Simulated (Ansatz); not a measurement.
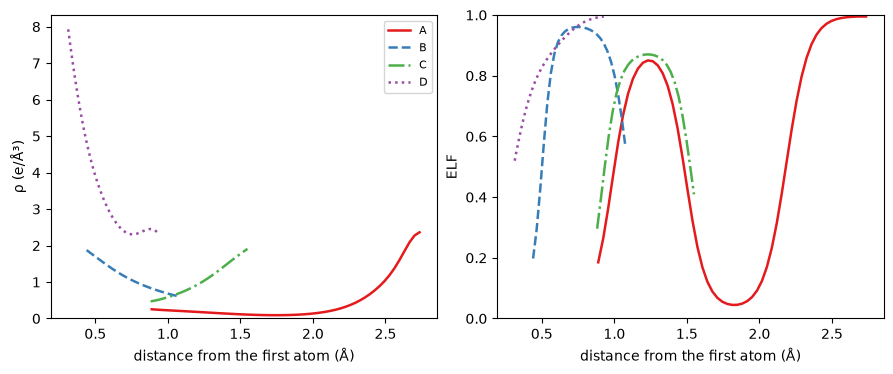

Figure 1: CH4AlCl···HF. Total electron density and electron localisation function along straight lines between neighbouring atoms. The curves leave out the atomic cores.

Not at a stationary point (largest force 1.2 eV/Å).

All numbers below come from Ansatz, RKS PBE/6-31G*.

```xyz
9

Al   -0.5558    0.3246    0.4685
F     1.7706   -1.2318    1.7221
C    -0.1694    0.3346   -1.4482
Cl   -0.8442    2.1039    1.6153
H     0.8995   -1.4937    1.9028
H    -0.8330   -0.9888    1.2408
H     0.8440    0.7157   -1.6634
H    -0.8856    0.9432   -2.0262
H    -0.2263   -0.7077   -1.8118
```

Which curve belongs to which contact (Al–Cl, Al–H, C–Al and F–H)? The first atom named is at distance zero.

Answer. Curve A: Al1···H5 (2.74 Å): the density falls to about 0.09 e/Å³ on the way; the ELF dips to about 0.05 between them. Curve B: C–Al (1.96 Å): the density is about 0.71 e/Å³ at the midpoint; the ELF peaks at about 0.95 between the atoms; a polar covalent bond. Curve C: Al–Cl (2.14 Å): ρ at the midpoint is about 0.68 e/Å³; the ELF peaks at about 0.85 in the valence shell of Cl, 0.9 Å from its nucleus, and is about 0.80 at the midpoint. Curve D: F–H (0.93 Å): ρ is about 4.4 e/Å³ halfway; the ELF climbs to about 1 towards the hydrogen, as it does in any bond to H: a covalent bond by its length.
